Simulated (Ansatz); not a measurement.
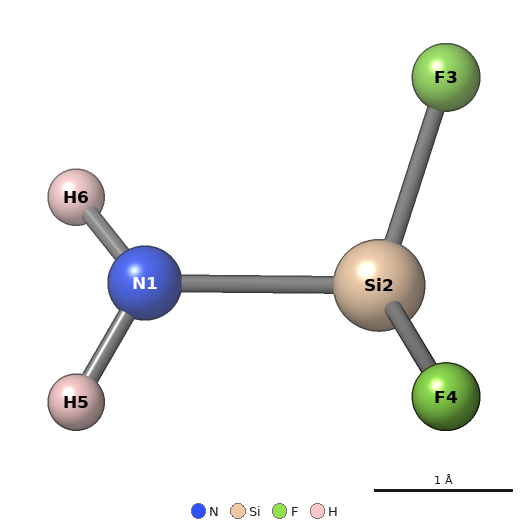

Orthographic view. Distant atoms are faded towards the background colour. State: neutral, doublet. Computed geometry: PBE0-D4/def2-TZVP optimisation.

Write a Z-matrix (Å, degrees) in the order of the atom numbers, with these reference atoms: 2 to 1; 3 to 2, 1; 4 to 2, 3, 1; 5 to 1, 2, 4; 6 to 1, 5, 2.

```
N  
Si   1   1.704
F    2   1.594   1   107.1
F    2   1.594   3   109.0   1  -115.6
H    1   1.009   2   119.3   4   -50.2
H    1   1.009   5   111.4   2   145.4
```
